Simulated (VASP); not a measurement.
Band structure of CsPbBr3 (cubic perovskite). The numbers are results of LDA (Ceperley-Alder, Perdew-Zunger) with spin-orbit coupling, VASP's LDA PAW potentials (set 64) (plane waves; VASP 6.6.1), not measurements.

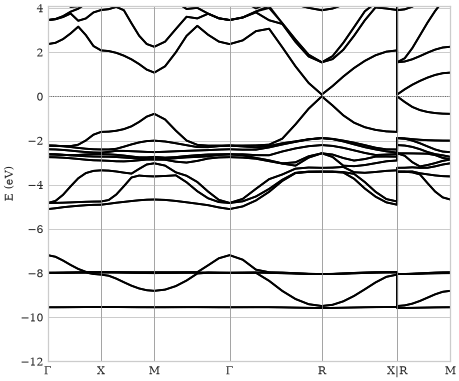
Bands along high-symmetry lines, zero at the valence-band maximum or, without a gap, the Fermi level

**Question.** Read the plot: is there a gap, and where are the band edges?

**Answer.** The gap is direct, 0.08 eV, from the valence maximum at R to the conduction minimum at R.

The compound is CsPbBr3 in the cubic perovskite structure, the ideal cubic form; the compound distorts at low or room temperature. It was relaxed first.
